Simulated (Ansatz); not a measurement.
System: C2H5LiS.

The calculation's input:

```
crystal:
  periodic: [false, false, false]
  atoms:
    - { symbol: Li, position_ang: [-0.00822, -0.52615, -2.58958] }
    - { symbol: S, position_ang: [1.30177, 0.60136, -1.29772] }
    - { symbol: C, position_ang: [0.59159, 0.46957, 0.37423] }
    - { symbol: C, position_ang: [-0.67657, -0.36132, 0.43782] }
    - { symbol: H, position_ang: [1.36663, 0.02842, 1.005] }
    - { symbol: H, position_ang: [0.39595, 1.48956, 0.71151] }
    - { symbol: H, position_ang: [-1.44672, 0.08205, -0.20078] }
    - { symbol: H, position_ang: [-0.47291, -1.3824, 0.09919] }
    - { symbol: H, position_ang: [-1.05152, -0.4011, 1.46033] }
basis:
  gaussian: { orbitals: cc-pVDZ }
hamiltonian:
  xc: pbe
relax:
  f_tol: 0.015
  max_steps: 40
output:
  orbitals: {}
```

Run with:

```sh
ansatz run input.yaml --threads 1 --pin off --max-ram 2048MiB --backend cpu --events-out ev --progress --plain --runs-dir out
```

The fields are those of the run's last geometry, not of the input's.

These are results of RKS PBE/cc-pVDZ (Ansatz 0.2.0), not measurements.

What will maps of the electron density and electron localisation function show?

Answer. C–C (1.53 Å): ρ at the midpoint is about 1.6 e/Å³; the ELF peaks at about 0.95 between the atoms; a shared electron pair.
C–S (1.85 Å): the density is about 1.1 e/Å³ at the midpoint; the ELF peaks at about 0.90 between the atoms; a shared electron pair.
Li–S (2.18 Å): ρ at the midpoint is about 0.49 e/Å³; the ELF peaks at about 0.90 in the valence shell of S, 1.0 Å from its nucleus, and falls to about 0.05 next to Li: a closed-shell, largely ionic contact.
C–Li (2.42 Å): ρ is about 0.14 e/Å³ halfway; the ELF peaks at about 0.60 in the valence shell of C, 0.6 Å from its nucleus, and is about 0.20 at the midpoint.

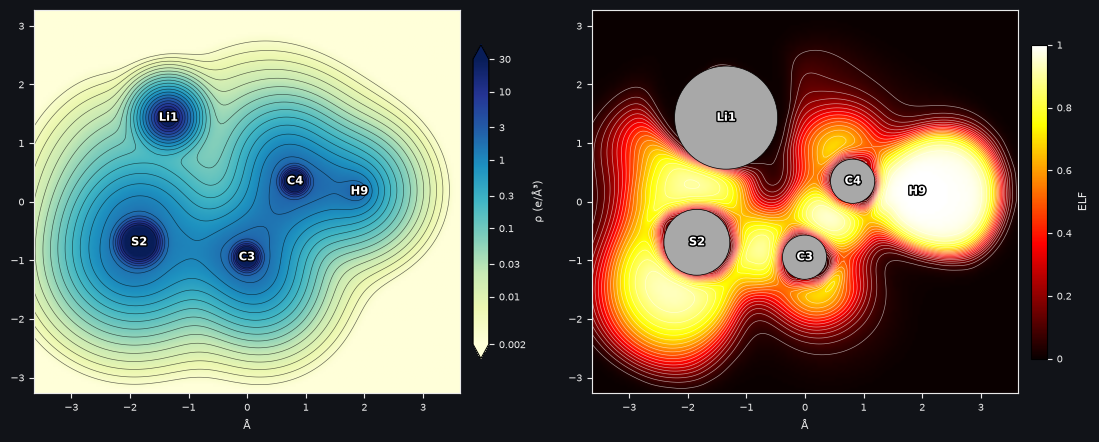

Computed electron density and electron localisation function on the plane of atoms C3, C4 and H9, in this order. Grey discs cover the atomic cores in the ELF map. 
